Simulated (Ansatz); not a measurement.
**C2H6B (SMILES [CH2]BC) at UHF/6-311+G(d,p)**

Aim: the vertical electron affinity of C2H6B at UHF/6-311+G**, from 2 runs. 

Program for the calculation: Ansatz 0.2.0.

45 further runs of the same task are left out: 45 set aside as unsound or not needed.

### 1 The structure to begin with

The species is C2H6B (9 atoms), meant as a doublet with charge 0. SMILES: `[CH2]BC`. The shape is that of a PBE0-D4/def2-TZVP optimisation. This is one conformer, not always the lowest.

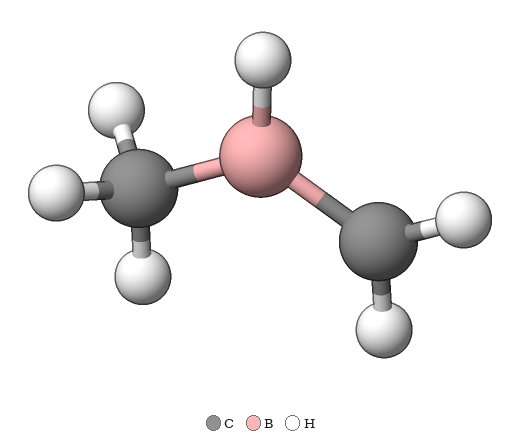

The structure, seen from a chosen angle (carbon grey, boron pink, hydrogen white).

### 2 The energy at UHF/6-311+G(d,p)

Input file in.yaml:

```yaml
crystal:
  periodic: [false, false, false]
  atoms:
    - {symbol: C, position_ang: [-0.840100, 0.743300, -1.023500]}
    - {symbol: B, position_ang: [0.191800, 0.540800, 0.089100]}
    - {symbol: C, position_ang: [0.525000, -0.860100, 0.691800]}
    - {symbol: H, position_ang: [-1.406600, -0.078400, -1.457800]}
    - {symbol: H, position_ang: [-1.074500, 1.714900, -1.450600]}
    - {symbol: H, position_ang: [0.769100, 1.506600, 0.513000]}
    - {symbol: H, position_ang: [-0.036500, -1.695300, 0.267500]}
    - {symbol: H, position_ang: [1.596100, -1.069200, 0.576400]}
    - {symbol: H, position_ang: [0.364200, -0.849200, 1.777100]}
basis:
  gaussian: {orbitals: 6-311+G_st__st_.json}
hamiltonian: {xc: hf}
magnetization: {spin_polarized: true, initial_magnetization: 1}
accuracy: high
output: {orbitals: {seedname: orbitals}}
```

The basis set 6-311+G** is read from a file made from the Basis Set Exchange's data (not shown).

Started as:

```
$ ansatz run in.yaml --threads 1 --pin off --max-ram 3480MiB --events-out events.jsonl --progress --plain --runs-dir runs
```

What it wrote:

```text
Warning: RAYON_NUM_THREADS=1 ignored (pool sized by the plan → 1); use --threads N
Functional definition: HF
  name "HF"
  exchange = exact_x
  correlation = 0
2069 factors; integrals over basis functions are off by at most 3.6e-9 eV
mean field evaluation 1: about -2824.5034 eV, gradient 2.2e1 eV
mean field evaluation 2: about -2824.5041 eV, gradient 2.2e1 eV
mean field evaluation 4: about -2827.2864 eV, gradient 2.0e0 eV
mean field evaluation 8: about -2827.3320 eV, gradient 2.6e-3 eV
mean field -2827.33196463 eV, -103.9025332658 hartree, gradient 1.9e-8 eV, S^2 0.757546; 0 other end points of the search recorded, 0 dependent functions left out
reference -2827.33196463 eV, -103.9025332658 hartree; 12, 11 occupied and 90, 91 virtual orbitals, 2069 factors
Total energy: -2827.33196463 eV, -103.9025332658 hartree
```

Run time: 2.7 s. Hardware: 1 thread of Arm Neoverse V2, shared host; peak memory 0.29 GiB.

### 3 The singlet anion, same level

Input file molecule.yaml:

```yaml
basis:
  gaussian:
    orbitals: 6-311+G_st__st_.json
crystal:
  periodic: [false, false, false]
  atoms:
    - {symbol: C, position_ang: [-0.840100, 0.743300, -1.023500]}
    - {symbol: B, position_ang: [0.191800, 0.540800, 0.089100]}
    - {symbol: C, position_ang: [0.525000, -0.860100, 0.691800]}
    - {symbol: H, position_ang: [-1.406600, -0.078400, -1.457800]}
    - {symbol: H, position_ang: [-1.074500, 1.714900, -1.450600]}
    - {symbol: H, position_ang: [0.769100, 1.506600, 0.513000]}
    - {symbol: H, position_ang: [-0.036500, -1.695300, 0.267500]}
    - {symbol: H, position_ang: [1.596100, -1.069200, 0.576400]}
    - {symbol: H, position_ang: [0.364200, -0.849200, 1.777100]}
hamiltonian:
  xc: hf
output: {orbitals: {seedname: orbitals}}
total_charge: -1
accuracy: high
```

The basis set 6-311+G** is read from a file made from the Basis Set Exchange's data (not shown).

Started as:

```
$ ansatz run molecule.yaml --threads 1 --pin off --max-ram 3480MiB --events-out events.jsonl --progress --plain --runs-dir runs
```

What it wrote:

```text
Warning: RAYON_NUM_THREADS=1 ignored (pool sized by the plan → 1); use --threads N
Functional definition: HF
  name "HF"
  exchange = exact_x
  correlation = 0
2069 factors; integrals over basis functions are off by at most 3.6e-9 eV
mean field evaluation 1: about -2824.8390 eV, gradient 2.7e1 eV
mean field evaluation 2: about -2824.8392 eV, gradient 2.7e1 eV
mean field evaluation 4: about -2827.2282 eV, gradient 3.5e0 eV
mean field evaluation 8: about -2827.2826 eV, gradient 1.3e-3 eV
mean field -2827.28258822 eV, -103.9007187162 hartree, gradient 1.1e-8 eV, S^2 0.000000; 0 other end points of the search recorded, 0 dependent functions left out
reference -2827.28258822 eV, -103.9007187162 hartree; 12, 12 occupied and 90, 90 virtual orbitals, 2069 factors
Total energy: -2827.28258822 eV, -103.9007187162 hartree
```

Run time: 2.1 s. Hardware: 1 thread of Arm Neoverse V2, shared host; peak memory 0.24 GiB.

### 4 Outcome

At UHF/6-311+G**:

| quantity | value |
| --- | --- |
| doublet C2H6B: total energy | -103.90253 Eh |
| doublet C2H6B: HOMO energy (highest over α and β) | -10.77 eV |
| doublet C2H6B: LUMO energy (lowest over α and β) | 0.80 eV |
| doublet C2H6B: ⟨S²⟩ | 0.758 |
| singlet anion: total energy | -103.90072 Eh |
| singlet anion: HOMO energy | -1.47 eV |
| singlet anion: LUMO energy | 4.78 eV |
| singlet anion: HOMO–LUMO gap (to an unbound level, set by the basis) | 6.26 eV |
| vertical electron affinity (to the singlet anion) | -0.049 eV |

**Reading.** The anion lies 0.05 eV (1.1 kcal/mol) above the neutral: the electron isn't bound at this level, and such a value depends on the basis. Hartree–Fock misses the correlation that binds many anions.
